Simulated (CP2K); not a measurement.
**CH6BFSi (SMILES BC[SiH2]F) at MNDO**

Aim: the energy difference between two shapes of CH6BFSi at MNDO, from 2 runs. 

The results are computed with CP2K 2026.2.

4 further runs of the same task are left out: 1 that didn't finish, 3 set aside as unsound or not needed.

### Step 1. The structure to begin with

CH6BFSi has 10 atoms, charge 0, and is taken as a singlet. As SMILES, `BC[SiH2]F`. The shape is that of a GFN2-xTB optimisation. This is one conformer, not always the lowest.

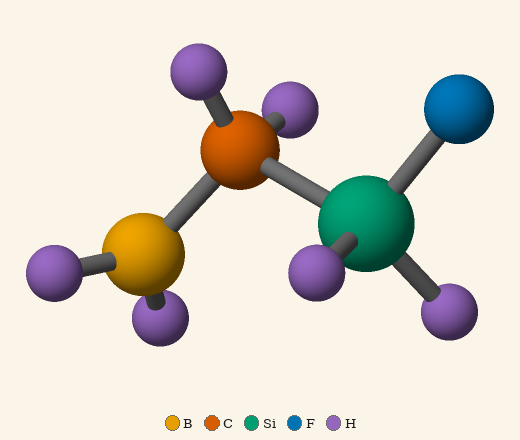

Viewed from a chosen angle; boron amber, carbon orange, silicon teal, fluorine blue, hydrogen purple.

### Step 2. A single-point energy at MNDO

The input, molecule.inp:

```
&GLOBAL
   PROJECT_NAME molecule
   RUN_TYPE ENERGY
   PRINT_LEVEL MEDIUM
&END GLOBAL

&FORCE_EVAL
   METHOD QUICKSTEP
   &DFT
      &QS
         METHOD MNDO
         EPS_DEFAULT 1.0E-10
         &SE
            &COULOMB
               CUTOFF [angstrom] 50
               RC_RANGE [angstrom] 0
            &END COULOMB
            &EXCHANGE
               CUTOFF [angstrom] 50
               RC_RANGE [angstrom] 0
            &END EXCHANGE
         &END SE
      &END QS
      ! no periodic images
      &POISSON
         PERIODIC NONE
         POISSON_SOLVER ANALYTIC
      &END POISSON
      ! self-consistent field
      &SCF
         SCF_GUESS ATOMIC
         EPS_SCF 1.0E-07
         MAX_SCF 80
         ADDED_MOS 4
         &DIAGONALIZATION
            ALGORITHM STANDARD
         &END DIAGONALIZATION
         &MIXING
            METHOD DIRECT_P_MIXING
            ALPHA 0.4
         &END MIXING
      &END SCF
      ! extra output
      &PRINT
         &MOMENTS
            PERIODIC F
            REFERENCE COM
            MAX_MOMENT 1
         &END MOMENTS
         &MO ON
            ENERGIES T
            OCCUPATION_NUMBERS T
            NDIGITS 6
            &EACH
               QS_SCF 0
            &END EACH
            ADD_LAST NUMERIC
         &END MO
         &HIRSHFELD OFF
         &END HIRSHFELD
      &END PRINT
   &END DFT
   &SUBSYS
      ! vacuum box
      &CELL
         ABC 16.4 14.9 15.2
         PERIODIC NONE
      &END CELL
      &COORD
         UNIT bohr
         B     -2.8229485     1.0233245    -0.0950343
         C     -0.8200089    -1.0164081    -0.7142031
         Si     2.3585294     0.0749087     0.5767444
         F      4.4015690    -2.0261077    -0.2822117
         H     -3.1973599     2.6853386    -1.5039574
         H     -3.9209927     0.9626643     1.8257778
         H     -0.5518378    -1.3277216    -2.7333755
         H     -1.2069870    -2.8435654     0.1585480
         H      2.4852166     0.0589595     3.3260881
         H      3.2748576     2.4086260    -0.5583952
      &END COORD
      &TOPOLOGY
         &CENTER_COORDINATES
         &END CENTER_COORDINATES
      &END TOPOLOGY
   &END SUBSYS
&END FORCE_EVAL
```

Launch:

```
$ OMP_NUM_THREADS=1 cp2k.psmp molecule.inp > molecule.out
```

Log:

```text
CP2K| version string:                                       CP2K version 2026.2
[...]
 GLOBAL| Method name                                                        CP2K
[...]
 GLOBAL| Run type                                                         ENERGY
[...]
                             - Atoms:                                         10
[...]
                             - Spherical basis functions:                     22
[...]
 Number of electrons:                                                         24
[...]
     1 P_Mix/Diag. 0.40E+00    0.0     0.84118819       -25.6174503171 -2.56E+01
[...]
    18 DIIS/Diag.  0.33E-07    0.0     0.00000005       -31.3365113070 -6.39E-14
  *** SCF run converged in    18 steps ***
  Core-core repulsion energy [eV]:                           1329.12375846506870
  Core Hamiltonian energy [eV]:                             -1362.70424292658890
  Two-electron integral energy [eV]:                        -1638.25870687801103
  Electronic energy [eV]:                                   -2181.83359636559453
  Total energy [eV]:                                         -852.70983790052560
  Atomic reference energy [eV]:                               848.14793569612084
  Heat of formation [kcal/mol]:                              -105.19997232409732
[...]
 SE_DIPOLE| Moment [Debye]          0.49036962      -0.75442895      -0.40605174
 SE_DIPOLE| Derivative [a.u.]       0.00000000       0.00000000       0.00000000
 ENERGY| Total FORCE_EVAL ( QS ) energy [hartree]            -31.336511307015876
[...]
```

Run time: 0.45 s. Hardware: 1 thread of Arm Neoverse N1, shared host; peak memory 0.14 GiB.

### Step 3. The distorted shape

The input, calc.inp:

```
&FORCE_EVAL
   METHOD QS
   &DFT
      CHARGE 0
      MULTIPLICITY 1
      &QS
         METHOD MNDO
         EPS_DEFAULT 1.0E-10
         &SE
            &COULOMB
               CUTOFF [angstrom] 50
               RC_RANGE [angstrom] 0
            &END COULOMB
            &EXCHANGE
               CUTOFF [angstrom] 50
               RC_RANGE [angstrom] 0
            &END EXCHANGE
         &END SE
      &END QS
      &POISSON
         PERIODIC NONE
         POISSON_SOLVER ANALYTIC
      &END POISSON
      &SCF
         SCF_GUESS ATOMIC
         EPS_SCF 1.0E-07
         MAX_SCF 80
         ADDED_MOS 4
         &DIAGONALIZATION
            ALGORITHM STANDARD
         &END DIAGONALIZATION
         &MIXING
            METHOD DIRECT_P_MIXING
            ALPHA 0.4
         &END MIXING
      &END SCF
      &PRINT
         &MOMENTS
            PERIODIC F
            REFERENCE COM
            MAX_MOMENT 1
         &END MOMENTS
         &MO ON
            ENERGIES T
            OCCUPATION_NUMBERS T
            NDIGITS 6
            &EACH
               QS_SCF 0
            &END EACH
            ADD_LAST NUMERIC
         &END MO
         &HIRSHFELD OFF
         &END HIRSHFELD
      &END PRINT
   &END DFT
   &SUBSYS
      &CELL
         ABC [angstrom] 16.4 14.9 15.2
         PERIODIC NONE
      &END CELL
      &COORD
         UNIT bohr
         B     -2.8137871     1.0418344    -0.0553350
         C     -0.8572232    -1.0263613    -0.7876586
         Si     2.3046930     0.0943805     0.5462631
         F      4.3781666    -1.9585632    -0.2796095
         H     -3.2074378     2.6736280    -1.5007676
         H     -3.9033087     0.9563224     1.8435563
         H     -0.5605154    -1.3808928    -2.7298511
         H     -1.1310578    -2.8894612     0.1778157
         H      2.5134831     0.0962041     3.3095983
         H      3.3485966     2.4408685    -0.6548411
      &END COORD
      &TOPOLOGY
         &CENTER_COORDINATES
         &END CENTER_COORDINATES
      &END TOPOLOGY
   &END SUBSYS
&END FORCE_EVAL

&GLOBAL
   PROJECT_NAME calc
   RUN_TYPE ENERGY
   PRINT_LEVEL MEDIUM
&END GLOBAL
```

Launch:

```
$ OMP_NUM_THREADS=1 cp2k.psmp -i calc.inp > calc.out 2>&1
```

Log:

```text
CP2K| version string:                                       CP2K version 2026.2
[...]
 GLOBAL| Method name                                                        CP2K
[...]
 GLOBAL| Run type                                                         ENERGY
[...]
                             - Atoms:                                         10
[...]
                             - Spherical basis functions:                     22
[...]
 Number of electrons:                                                         24
[...]
     1 P_Mix/Diag. 0.40E+00    0.0     0.82665611       -25.6170565832 -2.56E+01
[...]
    17 DIIS/Diag.  0.33E-07    0.0     0.00000007       -31.3279629042  1.42E-14
  *** SCF run converged in    17 steps ***
  Core-core repulsion energy [eV]:                           1330.72787079476279
  Core Hamiltonian energy [eV]:                             -1362.64214914989884
  Two-electron integral energy [eV]:                        -1641.12589134833820
  Electronic energy [eV]:                                   -2183.20509482406806
  Total energy [eV]:                                         -852.47722402930515
  Atomic reference energy [eV]:                               848.14793569612084
  Heat of formation [kcal/mol]:                               -99.83576859544968
[...]
 SE_DIPOLE| Moment [Debye]          0.69605928      -0.68293112      -0.49948963
 SE_DIPOLE| Derivative [a.u.]       0.00000000       0.00000000       0.00000000
 ENERGY| Total FORCE_EVAL ( QS ) energy [hartree]            -31.327962904169233
[...]
```

Run time: 0.45 s. Hardware: 1 thread of Arm Neoverse N1, shared host; peak memory 0.14 GiB.

### Step 4. Summary of results

At MNDO:

```
                              quantity            value
             first shape: total energy     -31.33651 Eh
            first shape: dipole moment           0.99 D
              first shape: HOMO energy        -11.45 eV
              first shape: LUMO energy          0.79 eV
            first shape: HOMO–LUMO gap         12.23 eV
        first shape: heat of formation  -105.2 kcal/mol
         distorted shape: total energy     -31.32796 Eh
        distorted shape: dipole moment           1.10 D
          distorted shape: HOMO energy        -11.34 eV
          distorted shape: LUMO energy          0.69 eV
        distorted shape: HOMO–LUMO gap         12.04 eV
    distorted shape: heat of formation   -99.8 kcal/mol
energy change with the atoms displaced         0.233 eV
```

With the atoms displaced the energy rises by 0.23 eV (22.4 kJ/mol). The first shape isn't relaxed at this level, so the change isn't measured from a minimum.
